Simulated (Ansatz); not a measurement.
**Geometry relaxation of C₂H₉BOSi (part 2 of 2)**

The same run, continued: C₂H₉BOSi, SMILES B[SiH](C)OC; RKS PBE-D4/def2-SVP (Ansatz 0.2.0). The geometry: force-field start.

Trajectory as extended XYZ, continued
```
14
Properties=species:S:1:pos:R:3:forces:R:3 step=6 energy=-12804.67802
B    -0.4427    1.4849    1.9300    0.0482   0.0232   0.0562
Si    0.1160    0.5696    0.2302    0.0076   0.0093   0.1060
C     1.5194   -0.6760    0.4908   -0.0026  -0.0086  -0.0196
O    -1.2381   -0.1509   -0.4829   -0.0140  -0.0312  -0.0192
C    -1.2169   -0.7943   -1.7388    0.0419   0.0226  -0.0095
H     0.4117    1.8036    2.7496   -0.1208  -0.0046  -0.1046
H    -1.5981    1.7904    2.1669    0.0533  -0.0188   0.0180
H     0.6555    1.6650   -0.6760    0.0132   0.0431  -0.0493
H     1.8416   -1.1421   -0.4618    0.0073  -0.0114  -0.0144
H     1.2199   -1.4832    1.1881   -0.0082  -0.0250   0.0066
H     2.3958   -0.1527    0.9266   -0.0072  -0.0019  -0.0068
H    -2.2089   -1.2582   -1.9217   -0.0049   0.0084   0.0055
H    -0.4513   -1.6053   -1.7982   -0.0180   0.0182   0.0048
H    -1.0168   -0.0798   -2.5740    0.0042  -0.0231   0.0262
14
Properties=species:S:1:pos:R:3:forces:R:3 step=7 energy=-12804.68542
B    -0.4417    1.4930    1.9359    0.0006  -0.0138  -0.0328
Si    0.1073    0.5725    0.2359    0.0623   0.0330   0.0758
C     1.5049   -0.6885    0.4790    0.0151   0.0255   0.0222
O    -1.2472   -0.1499   -0.4724   -0.0250  -0.0308  -0.0510
C    -1.1983   -0.7882   -1.7305   -0.0423  -0.0161   0.0283
H     0.4115    1.9451    2.6795    0.0168   0.0010  -0.0083
H    -1.6019    1.6743    2.2509   -0.0117  -0.0131   0.0001
H     0.6412    1.6629   -0.6860   -0.0038  -0.0095  -0.0076
H     1.8212   -1.1447   -0.4815   -0.0184   0.0123   0.0062
H     1.2028   -1.5035    1.1673   -0.0150  -0.0027  -0.0108
H     2.3877   -0.1791    0.9181    0.0042  -0.0042  -0.0063
H    -2.2012   -1.2081   -1.9564    0.0055   0.0100  -0.0095
H    -0.4683   -1.6319   -1.7578    0.0026   0.0025  -0.0034
H    -0.9308   -0.0829   -2.5530    0.0092   0.0060  -0.0030
14
Properties=species:S:1:pos:R:3:forces:R:3 step=8 energy=-12804.68703
B    -0.4417    1.4923    1.9352   -0.0003   0.0023   0.0023
Si    0.1074    0.5735    0.2383   -0.0097   0.0152  -0.0141
C     1.5045   -0.6858    0.4824    0.0119   0.0123   0.0248
O    -1.2479   -0.1518   -0.4721    0.0108  -0.0119   0.0011
C    -1.1983   -0.7885   -1.7300    0.0011   0.0124  -0.0041
H     0.4153    1.9819    2.6506    0.0045   0.0003  -0.0019
H    -1.5997    1.6322    2.2795   -0.0001  -0.0105  -0.0016
H     0.6389    1.6591   -0.6906   -0.0036  -0.0107  -0.0007
H     1.8170   -1.1370   -0.4812   -0.0069   0.0025  -0.0040
H     1.1979   -1.5039    1.1646   -0.0069  -0.0063  -0.0019
H     2.3890   -0.1816    0.9231    0.0049  -0.0025  -0.0014
H    -2.2067   -1.1834   -1.9739   -0.0080   0.0045   0.0046
H    -0.4872   -1.6485   -1.7499   -0.0021  -0.0028  -0.0020
H    -0.9015   -0.0876   -2.5471    0.0042  -0.0048  -0.0010
14
Properties=species:S:1:pos:R:3:forces:R:3 step=9 energy=-12804.68749
B    -0.4395    1.4937    1.9320    0.0056   0.0226   0.1241
Si    0.1068    0.5776    0.2358   -0.0426   0.0188  -0.0751
C     1.5025   -0.6807    0.4896    0.0141  -0.0043   0.0227
O    -1.2479   -0.1557   -0.4714    0.0353   0.0114   0.0304
C    -1.1973   -0.7870   -1.7313   -0.0076  -0.0031  -0.0502
H     0.4213    2.0384    2.6114   -0.0957  -0.0380  -0.0603
H    -1.5926    1.5557    2.3254    0.0872   0.0109  -0.0242
H     0.6346    1.6528   -0.7069   -0.0021  -0.0198   0.0028
H     1.8120   -1.1294   -0.4762    0.0023  -0.0037  -0.0036
H     1.1889   -1.5007    1.1667    0.0011   0.0028  -0.0012
H     2.3897   -0.1831    0.9324   -0.0017  -0.0021  -0.0006
H    -2.2163   -1.1428   -1.9975    0.0376   0.0144   0.0132
H    -0.5178   -1.6738   -1.7408   -0.0231   0.0209  -0.0057
H    -0.8575   -0.0941   -2.5404   -0.0105  -0.0310   0.0278
14
Properties=species:S:1:pos:R:3:forces:R:3 step=10 energy=-12804.68712 accepted=F
B    -0.4368    1.4811    1.9386   -0.0679   0.1304  -0.0283
Si    0.1088    0.5732    0.2373   -0.0392  -0.0258  -0.0422
C     1.5074   -0.6809    0.4942    0.0101  -0.0199  -0.0072
O    -1.2459   -0.1631   -0.4673    0.0394   0.0077   0.0279
C    -1.2004   -0.7845   -1.7325    0.0010   0.0033  -0.0472
H     0.4114    2.0598    2.5969   -0.0092  -0.0458   0.0220
H    -1.5904    1.5486    2.3255    0.0629  -0.0393   0.0126
H     0.6334    1.6443   -0.7116   -0.0090  -0.0081   0.0176
H     1.8163   -1.1290   -0.4720    0.0105  -0.0090   0.0000
H     1.1931   -1.5017    1.1700    0.0049   0.0022   0.0032
H     2.3945   -0.1833    0.9369   -0.0040   0.0006   0.0014
H    -2.2218   -1.1317   -2.0010    0.0397   0.0145   0.0152
H    -0.5259   -1.6750   -1.7500   -0.0255   0.0211  -0.0029
H    -0.8565   -0.0870   -2.5361   -0.0138  -0.0319   0.0280
14
Properties=species:S:1:pos:R:3:forces:R:3 step=11 energy=-12804.68842
B    -0.4370    1.4901    1.9311    0.0005   0.0094   0.0646
Si    0.1085    0.5773    0.2319   -0.0271   0.0121  -0.0440
C     1.5053   -0.6786    0.4948    0.0100  -0.0036   0.0140
O    -1.2450   -0.1601   -0.4711    0.0196   0.0058   0.0143
C    -1.2007   -0.7852   -1.7345   -0.0070  -0.0003  -0.0285
H     0.4182    2.0414    2.6069   -0.0444  -0.0162  -0.0284
H    -1.5869    1.5434    2.3282    0.0379   0.0061  -0.0088
H     0.6341    1.6486   -0.7149    0.0017  -0.0122  -0.0023
H     1.8180   -1.1340   -0.4669    0.0000  -0.0015  -0.0026
H     1.1895   -1.4941    1.1764    0.0039   0.0009  -0.0004
H     2.3907   -0.1776    0.9372    0.0008  -0.0029   0.0003
H    -2.2214   -1.1357   -1.9986    0.0202   0.0087   0.0073
H    -0.5252   -1.6744   -1.7506   -0.0115   0.0110  -0.0027
H    -0.8612   -0.0903   -2.5411   -0.0046  -0.0173   0.0173
14
Properties=species:S:1:pos:R:3:forces:R:3 step=12 energy=-12804.68894
B    -0.4366    1.4861    1.9323    0.0050   0.0048   0.0057
Si    0.1084    0.5781    0.2282    0.0032   0.0019  -0.0040
C     1.5072   -0.6757    0.5001   -0.0059   0.0041   0.0097
O    -1.2431   -0.1643   -0.4709   -0.0036  -0.0026  -0.0009
C    -1.2022   -0.7828   -1.7379   -0.0050   0.0054  -0.0023
H     0.4129    2.0501    2.6010   -0.0047  -0.0024  -0.0064
H    -1.5816    1.5225    2.3401   -0.0016  -0.0031   0.0009
H     0.6335    1.6401   -0.7280    0.0017  -0.0008   0.0013
H     1.8124   -1.1424   -0.4586    0.0056  -0.0024  -0.0017
H     1.1954   -1.4829    1.1931    0.0001  -0.0015  -0.0012
H     2.3955   -0.1706    0.9315    0.0039   0.0006  -0.0028
H    -2.2254   -1.1198   -2.0064   -0.0008   0.0014   0.0002
H    -0.5374   -1.6790   -1.7565    0.0018  -0.0059  -0.0005
H    -0.8520   -0.0885   -2.5394    0.0004   0.0006   0.0021
14
Properties=species:S:1:pos:R:3:forces:R:3 step=13 energy=-12804.68914
B    -0.4353    1.4827    1.9313   -0.0102   0.0084  -0.0083
Si    0.1092    0.5779    0.2249    0.0059  -0.0036   0.0118
C     1.5094   -0.6731    0.5062   -0.0089   0.0002  -0.0013
O    -1.2418   -0.1685   -0.4707   -0.0035  -0.0028  -0.0048
C    -1.2051   -0.7807   -1.7410   -0.0020   0.0016  -0.0012
H     0.4099    2.0668    2.5871    0.0023   0.0000   0.0029
H    -1.5759    1.4942    2.3539    0.0069  -0.0052   0.0006
H     0.6335    1.6343   -0.7371    0.0010   0.0005  -0.0004
H     1.8139   -1.1465   -0.4496    0.0047  -0.0015   0.0009
H     1.1978   -1.4758    1.2046    0.0014   0.0002  -0.0011
H     2.3983   -0.1652    0.9333    0.0019   0.0016  -0.0014
H    -2.2321   -1.1021   -2.0148    0.0026   0.0017   0.0008
H    -0.5526   -1.6860   -1.7618   -0.0013   0.0002   0.0000
H    -0.8424   -0.0870   -2.5375   -0.0008  -0.0011   0.0016
14
Properties=species:S:1:pos:R:3:forces:R:3 step=14 energy=-12804.68923
B    -0.4345    1.4809    1.9299   -0.0168   0.0028  -0.0042
Si    0.1098    0.5777    0.2224    0.0067  -0.0061   0.0076
C     1.5111   -0.6711    0.5114   -0.0073  -0.0033  -0.0034
O    -1.2408   -0.1717   -0.4708   -0.0037  -0.0029  -0.0058
C    -1.2076   -0.7785   -1.7438   -0.0004  -0.0025   0.0000
H     0.4062    2.0843    2.5740    0.0004   0.0013   0.0030
H    -1.5696    1.4655    2.3683    0.0168  -0.0019  -0.0040
H     0.6344    1.6279   -0.7456   -0.0005   0.0022   0.0001
H     1.8156   -1.1505   -0.4415    0.0003   0.0018   0.0024
H     1.2000   -1.4697    1.2147    0.0028   0.0011  -0.0005
H     2.4002   -0.1602    0.9345    0.0001   0.0009   0.0002
H    -2.2379   -1.0852   -2.0228    0.0081   0.0026   0.0023
H    -0.5669   -1.6925   -1.7659   -0.0047   0.0077  -0.0001
H    -0.8329   -0.0861   -2.5360   -0.0019  -0.0038   0.0025
```

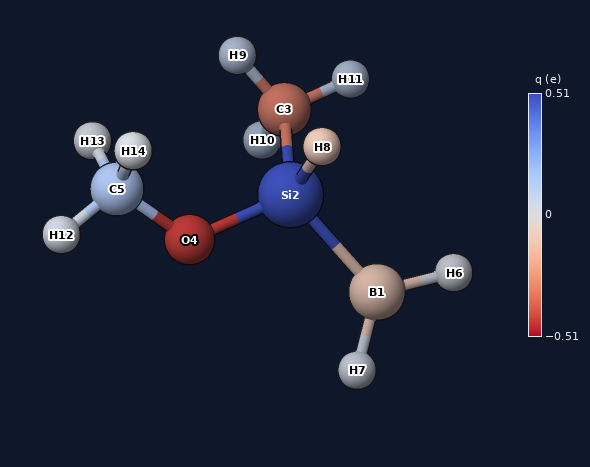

Mulliken charges, as the colour of each atom (ball-and-stick view, seen at a tilt; atoms are numbered from 1 in the order of the input; Mulliken charges depend strongly on the basis). By element: B −0.10, Si +0.48, C −0.30 to +0.14, O −0.44 and H −0.09 to +0.07 e.

This output came from the following input.

The input
```yaml
crystal:
  periodic: [false, false, false]
  atoms:
    - {symbol: B, position_ang: [-0.348000, 1.404000, 1.811100]}
    - {symbol: Si, position_ang: [0.059300, 0.468200, 0.188100]}
    - {symbol: C, position_ang: [1.492100, -0.635700, 0.527400]}
    - {symbol: O, position_ang: [-1.221100, -0.477800, -0.298600]}
    - {symbol: C, position_ang: [-1.197800, -0.752700, -1.691300]}
    - {symbol: H, position_ang: [0.224000, 1.296000, 2.788400]}
    - {symbol: H, position_ang: [-1.271500, 2.213500, 1.792700]}
    - {symbol: H, position_ang: [0.460800, 1.455800, -0.867000]}
    - {symbol: H, position_ang: [1.815400, -1.162500, -0.340700]}
    - {symbol: H, position_ang: [1.255200, -1.367400, 1.353200]}
    - {symbol: H, position_ang: [2.370400, -0.021300, 0.908000]}
    - {symbol: H, position_ang: [-2.044500, -1.365500, -1.956200]}
    - {symbol: H, position_ang: [-0.325800, -1.290300, -1.936800]}
    - {symbol: H, position_ang: [-1.281500, 0.206600, -2.249500]}
basis:
  gaussian: {orbitals: def2-SVP}
hamiltonian: {xc: pbe, dispersion: d4}
relax: {f_tol: 0.03, max_steps: 200}
```

Command:
```bash
ansatz run in.yaml --threads 4 --pin off --events-out ev --progress --plain --max-ram 10444MiB
```

Key numbers

```json
{"quantity": "outcome", "value": "converged"}
{"quantity": "total energy", "value": "−12804.6893 eV"}
{"quantity": "mean-field energy", "value": "−12804.4227 eV"}
{"quantity": "dispersion energy", "value": "−0.2665 eV"}
{"quantity": "SCF solution under orbital rotations", "value": "stable"}
{"quantity": "largest force (length of the vector) at the end", "value": "0.018 eV/Å"}
{"quantity": "dipole moment", "value": "1.25 D"}
{"quantity": "hardware", "value": "4 threads of Arm Neoverse V2, 23 GiB of memory available, shared host"}
{"quantity": "wall time", "value": "19 s (CPU time 67 s)"}
{"quantity": "peak memory", "value": "0.15 GiB"}
```
